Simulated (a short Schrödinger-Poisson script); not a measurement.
Structure: MOS inversion layer, Si3N4 on p-type Si(100), at 300 K.

```
layer  material  thickness (nm)  Na (cm⁻³)
-----  --------  --------------  ---------
1         Si3N4             1.6          -
2            Si            1500     4.3e16
```

Constants are typed, rounded textbook-type inputs, not results; the design itself was drawn at random and stands for no fabricated device. Si3N4: permittivity 7.5, conduction-band edge (eV) 1.95, gap (eV) 5.1, electron mass (mₑ) 0.5. Si: permittivity 11.7, conduction-band edge (eV) 0, gap (eV) 1.124, Nv at 300 K (cm⁻³) 3.1e19.

Channel valleys (confinement mass, in-plane density-of-states mass, number): Δ2 0.916, 0.19, 2; Δ4 0.19, 0.417, 4. At the gate the conduction-band edge of layer 1 lies 1.97 eV − eVg above the Fermi level of the channel; the field vanishes at the back. Gaps are held at their typed values at every temperature. Mesh 0.03 nm at interfaces.

Solved with a short Schrödinger-Poisson script written for these runs: 1D Poisson equation in equilibrium, electrons quantum, Hartree (BenDaniel-Duke, 12 states a valley, the channel's in-plane mass for all, wave functions ending at the dielectric), parabolic valleys, classical holes, full ionisation, no traps, pinning or gate leakage.

Only gate voltages with over 1e8 electrons/cm² are shown.

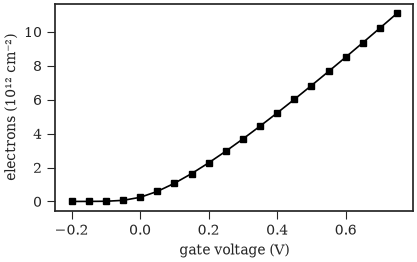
Figure: Sheet density against gate voltage

| Vg (V) | electrons (cm⁻²) | C (μF/cm²) | Δ2 E0 (meV) | Δ2 E1 (meV) | Δ4 E0 (meV) | Δ4 E1 (meV) |
|---|---|---|---|---|---|---|
| -0.2 | 3.06e8 | 0.0727 | 280.0 | 306.7 | 304.6 | 349.2 |
| -0.15 | 1.92e9 | 0.0796 | 231.8 | 259.2 | 257.1 | 302.7 |
| -0.1 | 1.18e10 | 0.132 | 184.1 | 212.3 | 210.1 | 256.9 |
| -0.05 | 6.42e10 | 0.375 | 139.3 | 168.6 | 166.4 | 214.6 |
| 0 | 2.43e11 | 0.886 | 102.7 | 134.6 | 132.3 | 182.7 |
| 0.05 | 5.90e11 | 1.37 | 76.5 | 112.5 | 110.1 | 163.4 |
| 0.1 | 1.07e12 | 1.71 | 57.5 | 98.4 | 95.8 | 152.2 |
| 0.15 | 1.64e12 | 1.95 | 42.8 | 88.7 | 86.0 | 145.2 |
| 0.2 | 2.27e12 | 2.13 | 30.9 | 81.7 | 78.9 | 140.6 |
| 0.25 | 2.96e12 | 2.27 | 20.9 | 76.2 | 73.4 | 137.3 |
| 0.3 | 3.68e12 | 2.37 | 12.1 | 71.9 | 69.0 | 134.9 |
| 0.35 | 4.44e12 | 2.46 | 4.3 | 68.3 | 65.4 | 133.0 |
| 0.4 | 5.22e12 | 2.53 | -2.9 | 65.2 | 62.3 | 131.5 |
| 0.45 | 6.02e12 | 2.59 | -9.5 | 62.5 | 59.5 | 130.2 |
| 0.5 | 6.83e12 | 2.64 | -15.7 | 60.1 | 57.1 | 129.2 |
| 0.55 | 7.66e12 | 2.68 | -21.6 | 57.9 | 54.9 | 128.3 |
| 0.6 | 8.50e12 | 2.72 | -27.2 | 55.8 | 52.9 | 127.5 |
| 0.65 | 9.36e12 | 2.75 | -32.6 | 54.0 | 51.0 | 126.8 |
| 0.7 | 1.02e13 | 2.78 | -37.9 | 52.2 | 49.2 | 126.2 |
| 0.75 | 1.11e13 | 2.80 | -43.0 | 50.5 | 47.5 | 125.6 |

Subbands count from the Fermi level.
